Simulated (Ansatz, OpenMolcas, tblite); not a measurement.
## C2H2Cl2Sn (SMILES C#[C][SnH]([Cl])[Cl]): the vertical ionisation energy, rung by rung

C2H2Cl2Sn: 7 atoms, total charge 0, spin state singlet. SMILES: `C#[C][SnH]([Cl])[Cl]`. The shape is that of a PBE0-D4/def2-TZVP optimisation.

Each level gives the vertical ionisation energy (to the doublet cation) (eV). The values are calculated.

| level | kind | program | value (eV) |
| --- | --- | --- | --- |
| GFN2-xTB | semi-empirical | tblite | 14.44 |
| HF/def2-SVP (core potential) | Hartree–Fock | Ansatz | 10.00 |
| SVWN5/def2-SVP (core potential) | LDA | OpenMolcas | 10.31 |
| PBE/def2-SVP (core potential) | GGA | Ansatz | 10.17 |
| revPBE/def2-SVP (core potential) | GGA | OpenMolcas | 10.13 |
| TPSS/def2-SVP (core potential) | meta-GGA | OpenMolcas | 10.25 |
| PBE0/def2-SVP (core potential) | global hybrid | Ansatz | 10.77 |
| CAM-B3LYP/def2-SVP (core potential) | range-separated hybrid | Ansatz | 11.06 |
| RPA@PBE/def2-SVP (core potential) | RPA | Ansatz | 9.94 |
| MP2/def2-SVP (core potential) | perturbation theory | Ansatz | 11.40 |

Spin-orbit coupling, which can split open shells on such heavy atoms by tenths of an eV, is left out. The values span 9.94 to 14.44 eV. The xTB values lack the empirical shift that such differences need. In the correlated wave-function rows the outer d shell of Sn is correlated, in sets not made for it.

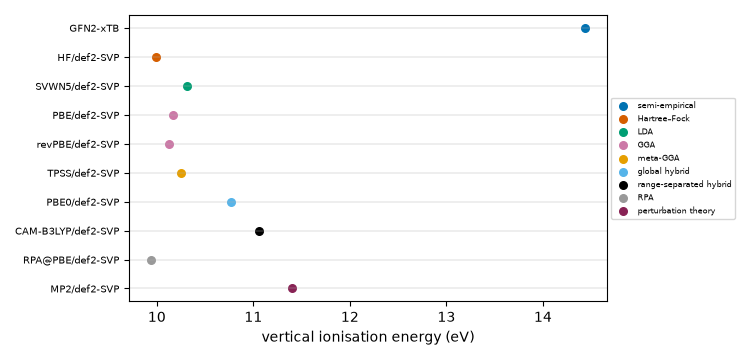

The values of the table, level by level.
